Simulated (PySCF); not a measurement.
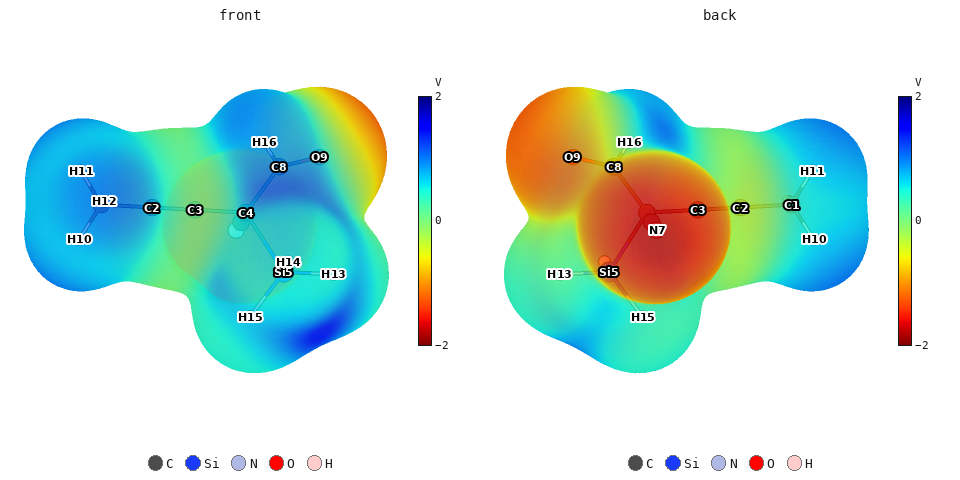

*C6H7NOSi. The molecular electrostatic potential painted on the density surface at 0.001 e/bohr³, seen from the front and from behind; the colour scale runs from red (negative) to blue (positive).*

Geometry: GFN2-xTB.

Method: PBE0/def2-SVPD, SCF density, gas phase (PySCF).

```json
{"atom": "C", "x (Å)": "3.1594", "y (Å)": "0.0488", "z (Å)": "-0.2336"}
{"atom": "C", "x (Å)": "1.7207", "y (Å)": "-0.0785", "z (Å)": "-0.2285"}
{"atom": "C", "x (Å)": "0.5260", "y (Å)": "-0.1850", "z (Å)": "-0.2147"}
{"atom": "C", "x (Å)": "-0.9133", "y (Å)": "-0.3249", "z (Å)": "-0.2272"}
{"atom": "Si", "x (Å)": "-1.7350", "y (Å)": "1.3326", "z (Å)": "0.4195"}
{"atom": "C", "x (Å)": "-1.3755", "y (Å)": "-0.4939", "z (Å)": "-1.5751"}
{"atom": "N", "x (Å)": "-1.7153", "y (Å)": "-0.6166", "z (Å)": "-2.6602"}
{"atom": "C", "x (Å)": "-1.4217", "y (Å)": "-1.3898", "z (Å)": "0.6873"}
{"atom": "O", "x (Å)": "-2.5468", "y (Å)": "-1.8080", "z (Å)": "0.7035"}
{"atom": "H", "x (Å)": "3.4571", "y (Å)": "0.8438", "z (Å)": "-0.9164"}
{"atom": "H", "x (Å)": "3.6150", "y (Å)": "-0.8852", "z (Å)": "-0.5607"}
{"atom": "H", "x (Å)": "3.5183", "y (Å)": "0.2866", "z (Å)": "0.7674"}
{"atom": "H", "x (Å)": "-3.1771", "y (Å)": "1.1575", "z (Å)": "0.3292"}
{"atom": "H", "x (Å)": "-1.2557", "y (Å)": "1.4917", "z (Å)": "1.7916"}
{"atom": "H", "x (Å)": "-1.2078", "y (Å)": "2.3737", "z (Å)": "-0.4575"}
{"atom": "H", "x (Å)": "-0.6558", "y (Å)": "-1.7440", "z (Å)": "1.4054"}
```

> Describe the electrostatic potential map.

The most negative region (about −1.7 V) lies over N7, the most positive (about +1.4 V) over Si5. N7 is the likeliest acceptor of a hydrogen bond.

> What dipole moment does the calculation give?

Its dipole moment is 5.79 D.
